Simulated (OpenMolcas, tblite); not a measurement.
# How methods differ on SnSiH5O (SMILES [SiH3][O][SnH2])

SnSiH5O: 8 atoms, total charge 0, spin state doublet. SMILES: `[SiH3][O][SnH2]`. The shape is that of a PBE0-D4/def2-TZVP optimisation. This is one conformer, not always the lowest.

```xyz
8

Si   -0.7379    1.0751   -0.4808
O     0.5869    0.3062    0.0788
Sn    0.9565   -1.3321    1.1080
H    -1.8779    0.1277   -0.6588
H    -0.4246    1.6964   -1.7946
H    -1.1735    2.1423    0.4619
H     2.6654   -1.4891    0.9505
H     0.0974   -2.5837    0.2792
```

Each level gives the vertical electron affinity (to the singlet anion) (eV). The values are calculated.

The electron affinity is E(neutral) − E(anion): positive where the electron is bound.

```tsv
level	kind	program	value (eV)	CPU time (all runs)
IPEA1-xTB	semi-empirical	tblite	8.05	under 2 s
UHF/def2-SVPD (core potential)	Hartree–Fock	OpenMolcas	0.62	68 s
USVWN5/def2-SVPD (core potential)	LDA	OpenMolcas	1.76	2.3 min
U-revPBE/def2-SVPD (core potential)	GGA	OpenMolcas	1.48	3.3 min
UBLYP/def2-SVPD (core potential)	GGA	OpenMolcas	1.51	3.4 min
UPBE/def2-SVPD (core potential)	GGA	OpenMolcas	1.55	3.5 min
U-r2SCAN/def2-SVPD (core potential)	meta-GGA	OpenMolcas	1.53	4.3 min
UM06-2X/def2-SVPD (core potential)	hybrid meta-GGA	OpenMolcas	1.39	3.7 min
```

Spin-orbit coupling, which can split open shells on such heavy atoms by tenths of an eV, is left out. Where it was recorded, the anion's HOMO is positive in USVWN5/def2-SVPD, U-revPBE/def2-SVPD, UBLYP/def2-SVPD, UPBE/def2-SVPD, U-r2SCAN/def2-SVPD: a fault of the level (basis or self-interaction), which says nothing on whether the real anion is bound. The values span 0.62 to 8.05 eV. The xTB values lack the empirical shift that such differences need. Times are those of the runs behind each value, whatever else they computed, on shared processors of several kinds: orders of magnitude only.

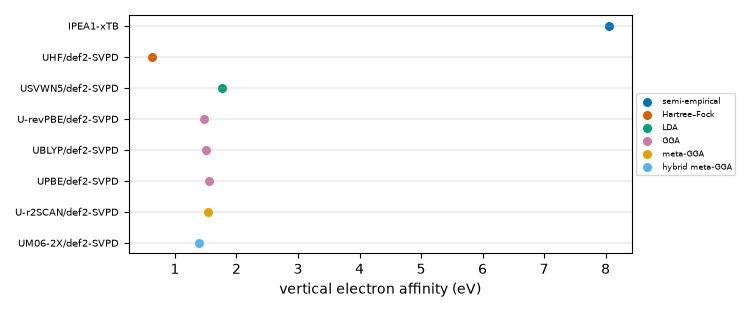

The values of the table, level by level.
